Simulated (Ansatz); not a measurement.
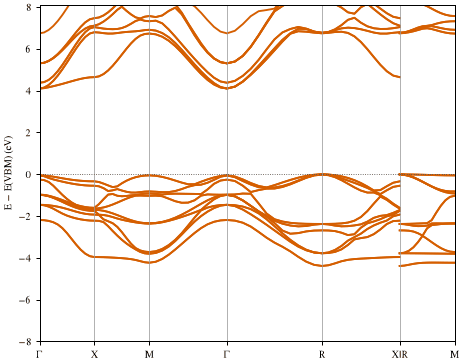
*Band structure from r²SCAN with spin–orbit coupling (plane waves, PAW; program Ansatz)*

Question: Read off the gap and where the band edges lie.

Answer: About 4.1 eV (4.10 eV by a search for the band edges); maximum at R, minimum at Γ.

The material is BaHfO₃ (cubic perovskite, Pm-3m).

The cell was relaxed with r²SCAN under the symmetry of its start; phonons on a q-mesh show no instability. The run is not spin-polarised.

Potentials: the later of the program's two PAW sets.
